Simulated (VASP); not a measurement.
## HfGe with AM05: from relaxation to properties

Aim: relax HfGe, then compute properties on the relaxed cell. The steps: rough relaxation of the start cell, relaxing cell and atoms (AM05), single point with fields (AM05), band structure (AM05), total and projected DOS (AM05), band structure (TB-mBJ), vibrations at Γ (AM05) and bands along the symmetry lines (AM05), changed input. The cell is invented: it takes the structure of a Materials Project entry for HfTi (space group 187 there), with some of its atoms replaced by other elements, volume scaled by an estimate. It may not be a known or stable phase.

Method: AM05; plane waves and PAW (Hf_pv, Ge_d), in the first sound run; inputs show where later runs differ, in VASP 6.6.1.

**1. The structure**

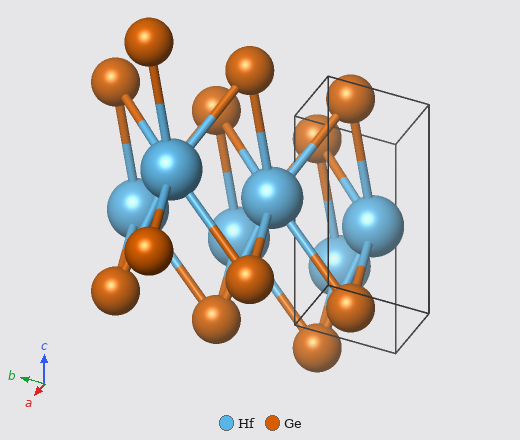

The starting structure, seen from a free direction (hafnium blue, germanium orange). 2×3×1 cells are drawn. Some periodic images of atoms are drawn too.

**2. Rough relaxation of the start cell**

The start is only an estimate, so a cheap relaxation brings it near a minimum before any careful run. AM05 is built from the electron gas and the surface model, and does well on lattice constants.

INCAR reads:

```
SYSTEM = HfGe
PREC = Normal
ENCUT = 410
EDIFF = 1E-05
NELM = 60
ISMEAR = 0
SIGMA = 0.05
LREAL = .FALSE.
ALGO = Fast
GGA = AM
NBANDS = 18
LORBIT = 11
LWAVE = .FALSE.
LCHARG = .FALSE.
IBRION = 2
NSW = 40
ISIF = 3
EDIFFG = -0.04
```

POSCAR reads:

```
HfGe
1.0
    3.0344630000      0.0000000000      0.0000000000
   -1.5172320000      2.6279220000      0.0000000000
    0.0000000000      0.0000000000      4.7483820000
Hf Ge
1 1
Direct
    0.6666666700      0.3333333300      0.5000000000
    0.3333333300      0.6666666700      0.0000000000
```

KPOINTS reads:

```
Automatic mesh
0
Gamma
6 6 4
0 0 0
```

The projector-augmented-wave data sets are Hf_pv and Ge_d (PBE family, release 64).

Launch:

```sh
mpirun -np 1 vasp_std
```

The program printed:

```text
[banner, memory and clock lines left out]
running    1 mpi-ranks, on    1 nodes
 distrk:  each k-point on    1 cores,    1 groups
 distr:  one band on    1 cores,    1 groups

 POSCAR found type information on POSCAR HfGe
 POSCAR found :  2 types and       2 ions
|                                                                             |
|               ----> ADVICE to this user running VASP <----                  |
|                                                                             |
|     You enforced a specific xc type in the INCAR file but a different       |
|     [... a line on the potential file left out ...]
|     I HOPE YOU KNOW WHAT YOU ARE DOING!                                     |
|                                                                             |

 LDA part: xc-table for (Slater+PW92), standard interpolation
 POSCAR, INCAR and KPOINTS ok, starting setup
 FFT: planning ... GRIDC
 FFT: planning ... GRID_SOFT
 FFT: planning ... GRID
 WAVECAR not read
 entering main loop
       N       E                     dE             d eps       ncg     rms          rms(c)
DAV:   1     0.126999279660E+03    0.12700E+03   -0.11466E+04   804   0.262E+03
DAV:   2    -0.390519150026E+01   -0.13090E+03   -0.12765E+03   796   0.446E+02
DAV:   3    -0.159337838273E+02   -0.12029E+02   -0.11905E+02   950   0.977E+01
DAV:   4    -0.161748990101E+02   -0.24112E+00   -0.24073E+00   908   0.142E+01
DAV:   5    -0.161782107553E+02   -0.33117E-02   -0.33111E-02   936   0.184E+00    0.452E+01
RMM:   6    -0.158459292415E+02    0.33228E+00   -0.25834E-01   837   0.374E+00    0.289E+01
RMM:   7    -0.157482610786E+02    0.97668E-01   -0.54502E-01   839   0.584E+00    0.438E+00
RMM:   8    -0.157338936936E+02    0.14367E-01   -0.52257E-02   841   0.218E+00    0.108E+00
RMM:   9    -0.157311170629E+02    0.27766E-02   -0.10353E-02   824   0.100E+00    0.270E-01
RMM:  10    -0.157310486995E+02    0.68363E-04   -0.15874E-03   910   0.366E-01    0.143E-01
WARNING in EDDRMM: call to ZHEGV failed, returncode =   6  3     13
RMM:  11    -0.157310834239E+02   -0.34724E-04   -0.38296E-04   855   0.143E-01    0.115E-01
RMM:  12    -0.157310879391E+02   -0.45151E-05   -0.64805E-05   690   0.580E-02
   1 F= -.15731088E+02 E0= -.15728452E+02  d E =-.157311E+02
 curvature:   0.00 expect dE= 0.000E+00 dE for cont linesearch  0.000E+00
 trial: gam= 0.00000 g(F)=  0.169E-45 g(S)=  0.249E+00 ort = 0.000E+00 (trialstep = 0.100E+01)
 search vector abs. value=  0.249E+00
 bond charge predicted
       N       E                     dE             d eps       ncg     rms          rms(c)
DAV:   1    -0.176113789051E+02   -0.18803E+01   -0.39218E+01   964   0.669E+01    0.119E+01
RMM:   2    -0.163174557975E+02    0.12939E+01   -0.17363E+00   825   0.144E+01    0.550E+00
RMM:   3    -0.158442483140E+02    0.47321E+00   -0.78539E-01   828   0.827E+00    0.196E+00
RMM:   4    -0.158405835931E+02    0.36647E-02   -0.16153E-01   896   0.360E+00    0.141E+00
RMM:   5    -0.158380521591E+02    0.25314E-02   -0.23267E-02   854   0.162E+00    0.177E-01
RMM:   6    -0.158381775318E+02   -0.12537E-03   -0.71136E-03   895   0.704E-01    0.174E-01
RMM:   7    -0.158382665650E+02   -0.89033E-04   -0.11817E-03   850   0.360E-01    0.617E-02
RMM:   8    -0.158382794616E+02   -0.12897E-04   -0.29644E-04   778   0.171E-01    0.360E-02
RMM:   9    -0.158382896635E+02   -0.10202E-04   -0.10760E-04   724   0.842E-02    0.179E-02
RMM:  10    -0.158382909820E+02   -0.13186E-05   -0.14036E-05   543   0.341E-02
   2 F= -.15838291E+02 E0= -.15837935E+02  d E =-.107203E+00
[... from here on, the cycles between the ionic steps are left out ...]
   3 F= -.15842188E+02 E0= -.15841428E+02  d E =-.111100E+00
   4 F= -.15866659E+02 E0= -.15865323E+02  d E =-.244708E-01
   5 F= -.15870118E+02 E0= -.15869576E+02  d E =-.279299E-01
   6 F= -.15870144E+02 E0= -.15869597E+02  d E =-.279556E-01
   7 F= -.15869362E+02 E0= -.15868547E+02  d E =-.271745E-01
   8 F= -.15870152E+02 E0= -.15869597E+02  d E =-.279643E-01
   9 F= -.15870442E+02 E0= -.15869863E+02  d E =-.289355E-03
  10 F= -.15870556E+02 E0= -.15870014E+02  d E =-.403444E-03
  11 F= -.15870508E+02 E0= -.15869947E+02  d E =-.355480E-03
 curvature:  -0.05 expect dE=-0.816E-04 dE for cont linesearch -0.394E-04
 ZBRENT: interpolating
 opt :   0.7006  next Energy=   -15.870597 (dE=-0.445E-03)
 bond charge predicted
       N       E                     dE             d eps       ncg     rms          rms(c)
DAV:   1    -0.158706624902E+02   -0.15186E-03   -0.24997E-03   958   0.641E-01    0.122E-01
RMM:   2    -0.158705754009E+02    0.87089E-04   -0.12328E-04   831   0.128E-01    0.513E-02
RMM:   3    -0.158705434085E+02    0.31992E-04   -0.59213E-05   775   0.784E-02    0.122E-02
RMM:   4    -0.158705424210E+02    0.98748E-06   -0.76478E-06   499   0.266E-02
  12 F= -.15870542E+02 E0= -.15869993E+02  d E =-.390148E-03
 curvature:  -0.05 expect dE=-0.161E-05 dE for cont linesearch -0.471E-06
 trial: gam=-0.10249 g(F)=  0.433E-44 g(S)=  0.307E-04 ort = 0.114E-03 (trialstep = 0.872E+00)
 search vector abs. value=  0.226E-04
 reached required accuracy - stopping structural energy minimisation
```

It took 31 s on 1 MPI rank of AMD EPYC 7R43, shared host; peak memory 0.09 GiB.

Lines that name or quote the potential files are left out of all logs, and their timing lines are given in words.

Parts of OUTCAR (step 2):

```text
ion  position               nearest neighbor table
   1  0.667  0.333  0.500-   2 2.95   2 2.95   2 2.95   2 2.95   2 2.95   2 2.95
   2  0.333  0.667  0.000-   1 2.95   1 2.95   1 2.95   1 2.95   1 2.95   1 2.95

  LATTYP: Found a hexagonal cell.
 ALAT       =     3.0344630000
 C/A-ratio  =     1.5648178936

 Subroutine GETGRP returns: Found 12 space group operations
 (whereof 12 operations were pure point group operations)

The static configuration has the point symmetry D_3h.

 Found     21 irreducible k-points:

   k-points           NKPTS =     21   k-points in BZ     NKDIM =     21   number of bands    NBANDS=     18

   dimension x,y,z NGX =    16 NGY =   16 NGZ =   24
   dimension x,y,z NGXF=    32 NGYF=   32 NGZF=   48

   ENCUT  =  410.0 eV  30.13 Ry    5.49 a.u.   5.01  5.01  7.84*2*pi/ulx,y,z

   NELECT =      24.0000    total number of electrons

 k-points in reciprocal lattice and weights: Automatic mesh
   0.00000000  0.00000000  0.00000000       0.007
   0.16666667  0.00000000  0.00000000       0.042
   0.33333333  0.00000000  0.00000000       0.042
   0.50000000  0.00000000  0.00000000       0.021
   0.16666667  0.16666667  0.00000000       0.042
   0.33333333  0.16666667  0.00000000       0.083
   0.33333333  0.33333333  0.00000000       0.014
   0.00000000  0.00000000  0.25000000       0.014
   0.16666667  0.00000000  0.25000000       0.083
[...]
0.33333333  0.16666667  0.50000000       0.083
   0.33333333  0.33333333  0.50000000       0.014

 average (electrostatic) potential at core
       1 -35.2106       2 -72.1022

 E-fermi :   6.2395

 k-point     1 :       0.0000    0.0000    0.0000
  band No.  band energies     occupation
    ...
      7     -17.8161      2.00000
      8     -17.8161      2.00000
      9      -5.3353      2.00000
     10       3.0833      2.00000
     11       4.3569      2.00000
     12       7.6380      0.00000
     13       7.6380      0.00000
     14      10.5620      0.00000
     15      10.5620      0.00000
     16      12.6060      0.00000
    ...

 k-point     2 :       0.1667    0.0000    0.0000
  band No.  band energies     occupation
    ...
      7     -17.8184      2.00000
      8     -17.8069      2.00000
      9      -4.7161      2.00000
     10       3.9202      2.00000
     11       4.1028      2.00000
     12       6.3232      0.01797
     13       8.3273      0.00000
     14      10.2050      0.00000
     15      10.3933      0.00000
     16      10.8010      0.00000
    ...

 k-point     3 :       0.3333    0.0000    0.0000
  band No.  band energies     occupation
    ...
      8     -17.7835      2.00000
      9      -3.0021      2.00000
     10       3.5016      2.00000
     11       3.6644      2.00000
     12       5.1189      2.00000
     13       9.1461      0.00000
     14       9.5279      0.00000
     15       9.5928      0.00000
     16      10.9146      0.00000
     17      12.2166      0.00000
    ...

  Total        0.0227746      0.0227746      0.0153042     -0.0000000      0.0000000     -0.0000000
  in kB        0.9935319      0.9935319      0.6676398     -0.0000002      0.0000000     -0.0000000
  external PRESSURE =       0.8849012 kB  Pullay stress =       0.0000000 kB

  energy-cutoff  :      410.00
  volume of cell :       36.73
      direct lattice vectors                 reciprocal lattice vectors
     3.111908818 -0.000000015 -0.000000000     0.321346177  0.185529367  0.000000000
    -1.555954935  2.694992050  0.000000000     0.000000002  0.371058610  0.000000000
    -0.000000000 -0.000000000  4.379202947     0.000000000  0.000000000  0.228352057

 POSITION                                       TOTAL-FORCE (eV/Angst)
 -----------------------------------------------------------------------------------
      1.55595      0.89833      2.18960        -0.000000      0.000000     -0.000000
     -0.00000      1.79666     -0.00000         0.000000     -0.000000      0.000000
 -----------------------------------------------------------------------------------
    total drift:                                0.000009     -0.000003     -0.000000

  FREE ENERGIE OF THE ION-ELECTRON SYSTEM (eV)
  ---------------------------------------------------
  free  energy   TOTEN  =       -15.8705424210 eV

  energy  without entropy=      -15.8694440631  energy(sigma->0) =      -15.86999324

 reached required accuracy - stopping structural energy minimisation

 total charge
# of ion       s       p       d       tot
------------------------------------------
    1        0.341   6.446   1.661   8.448
    2        1.159   1.181  10.037  12.377
--------------------------------------------------
tot          1.500   7.627  11.698  20.825

[... 3 further parts left out ...]
```

The k-mesh is coarse for a metal. Harder data sets than Hf_pv exist (the GW ones), and pressures, volumes and forces can shift noticeably with them. This relaxation is a rough one on cheap settings, only to bring the start near its minimum. The PAW data sets were made with PBE, which is usual practice but a small mismatch for other functionals. The run keeps the 12 symmetry operations of its start, so it cannot find a distortion of lower symmetry.

Relaxation path:

```tsv
step	energy less that of the first step (eV)	largest force (eV/Å)	pressure (GPa)	volume (Å³)
1	0.0000	0.0000	-4.29	37.87
2	-0.1072	0.0000	6.13	35.07
3	-0.1111	0.0000	3.98	35.54
4	-0.1356	0.0000	-0.76	36.92
5	-0.1390	0.0000	0.43	36.51
6	-0.1391	0.0000	0.60	36.53
7	-0.1383	0.0000	0.04	36.72
8	-0.1391	0.0000	0.52	36.55
9	-0.1394	0.0000	-0.23	36.78
10	-0.1395	0.0000	0.59	36.70
11	-0.1394	0.0000	-0.66	36.75
12	-0.1395	0.0000	0.09	36.73
```

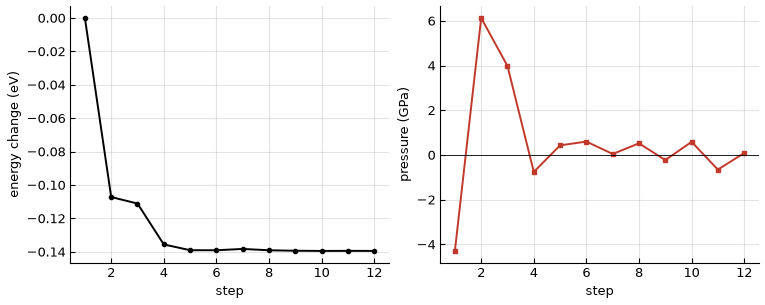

Energy and pressure along the relaxation.

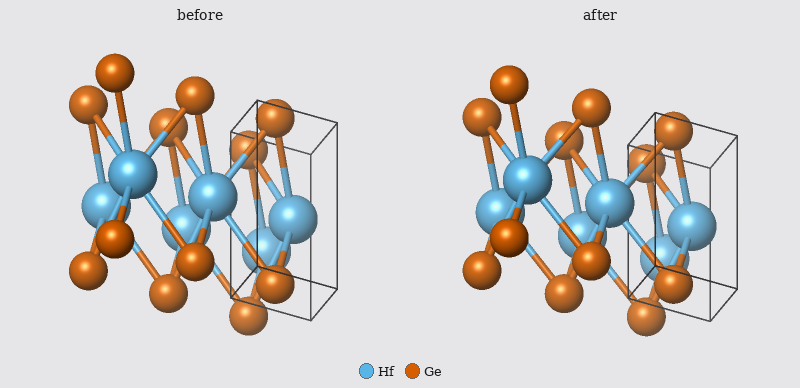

Before and after, at one scale.

```tsv
conventional cell, symmetrised	before	after	change
a (Å)	3.034	3.112	+2.6 %
b (Å)	3.034	3.112	+2.6 %
c (Å)	4.748	4.379	-7.8 %
volume (Å³/atom)	18.93	18.36	-3.0 %
```

The relaxed structure:

```xyz
2
Lattice="3.1119 0.0000 0.0000 -1.5560 2.6950 0.0000 0.0000 0.0000 4.3792" Properties=species:S:1:pos:R:3 pbc="T T T"
Hf    1.5560    0.8983    2.1896
Ge    0.0000    1.7967    0.0000
```

Numbers from this step:

* electrons: 24
* bands: 18
* irreducible k-points: 21
* symmetry operations: 12
* free energy (TOTEN): -15.87 eV
* energy at zero smearing: -15.87 eV
* Fermi energy: 6.239 eV
* pressure: 0.08849 GPa
* metallic: yes
* SCF cycles over all ionic steps: 79

It ends with forces that vanish by symmetry and a pressure of 0.09 GPa.

[end of part 1 of 5]

[Lines on the potential files, build, host, timing and source positions are cut from VASP's logs without a mark.]

[Logs are printed without paths, hosts, clocks, repeated set-up lines and the standing remarks that a program may print on its own settings, such as how far it seeks lower states.]

[Hosts, paths, dates, database ids (printed as entryN), source tags and the programs' standing remarks are cut or masked in the printed files.]

[A measured line is paired with the nearest computed mode of its activity, which favours agreement.]
